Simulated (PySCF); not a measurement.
# C3H7NOSi: what the fields show

```yaml
atoms:
  - { symbol: C, position_ang: [2.1073, 0.4102, 0.6724] }
  - { symbol: C, position_ang: [1.1246, -0.4757, 0.5952] }
  - { symbol: Si, position_ang: [0.0734, -0.8034, -0.9365] }
  - { symbol: C, position_ang: [-1.6900, -0.1086, -0.5804] }
  - { symbol: N, position_ang: [-1.7974, 0.8460, 0.3728] }
  - { symbol: O, position_ang: [-2.6607, -0.4944, -1.2026] }
  - { symbol: H, position_ang: [2.3912, 1.0137, -0.1746] }
  - { symbol: H, position_ang: [2.6790, 0.5730, 1.5740] }
  - { symbol: H, position_ang: [0.8982, -1.0577, 1.4832] }
  - { symbol: H, position_ang: [0.6133, -0.0785, -2.0901] }
  - { symbol: H, position_ang: [-0.0440, -2.2367, -1.1988] }
  - { symbol: H, position_ang: [-0.9988, 1.1644, 0.8919] }
  - { symbol: H, position_ang: [-2.7006, 1.2483, 0.5756] }
```

Geometry: GFN2-xTB.

Theory: PySCF 2.14.0, PBE0/pcSseg-1, SCF density, gas phase, non-relativistic.

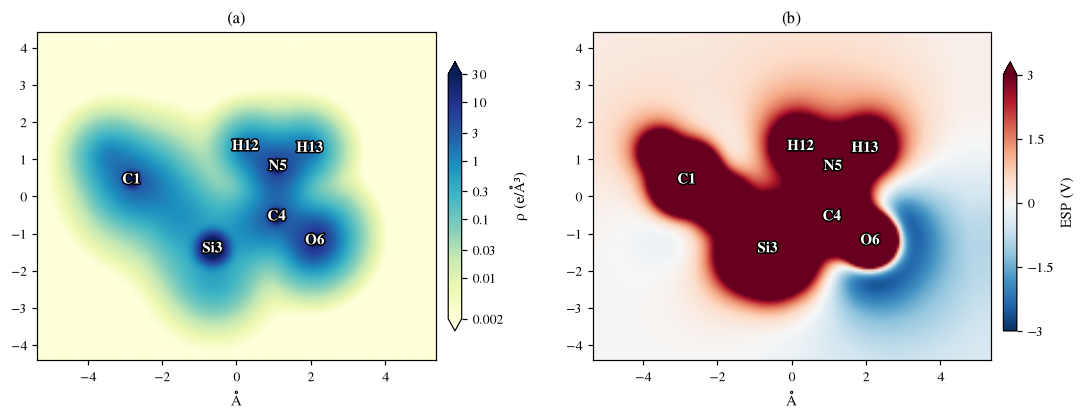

Figure 1. (a) electron density; (b) molecular electrostatic potential on the plane of atoms Si3, C4 and O6.

Question: What does the map show?

Answer: The plane passes through C, Si, N, O and H nuclei.
C–O (1.22 Å): ρ at the midpoint is about 3.2 e/Å³.
C–N (1.35 Å): ρ is about 2.3 e/Å³ halfway.
N–H (1.00 Å): the density is about 2.9 e/Å³ at the midpoint.
C–Si (1.93 Å): the density is about 0.91 e/Å³ at the midpoint.
Outside the dense part of the molecule the potential is most negative (−2.6 V) near O6.

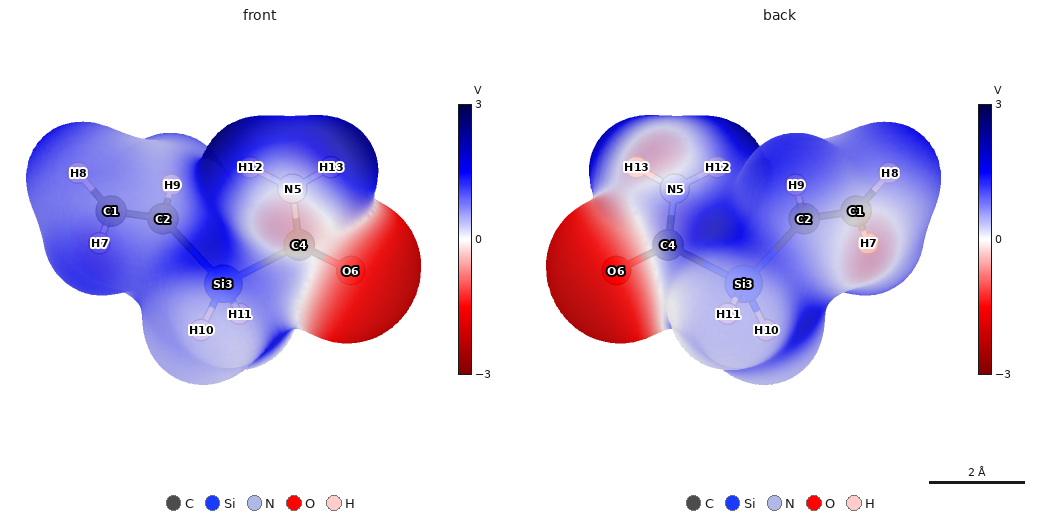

Figure 2. The molecular electrostatic potential painted on the density surface at 0.004 e/bohr³, seen from the front and from behind; the colour scale runs from red (negative) to blue (positive).

Question: Which sites attract a positive test charge, and which a negative one?

Answer: A positive charge is drawn to the negative regions and a negative charge to the positive ones. The most negative region (about −2.3 V) lies over O6, the most positive (about +2.5 V) over H12 and H13. O6 is the likeliest acceptor of a hydrogen bond.

Question: How polar is the molecule by this calculation?

Answer: Its dipole moment is 4.18 D.
